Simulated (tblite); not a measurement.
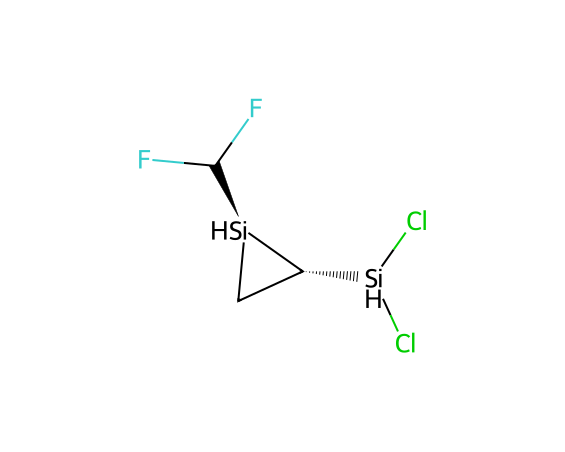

(Drawn from a calculation with tblite.)

Skeletal drawing of a molecule.

Question: Transcribe the drawing into SMILES.

Answer: FC(F)[Si@@H]1C[C@H]1[SiH](Cl)Cl

Question: What is the molecular formula?

Answer: C3H6Cl2F2Si2.

Question: An optimisation with GFN2-xTB gave a structure of which point group?

Answer: C1.
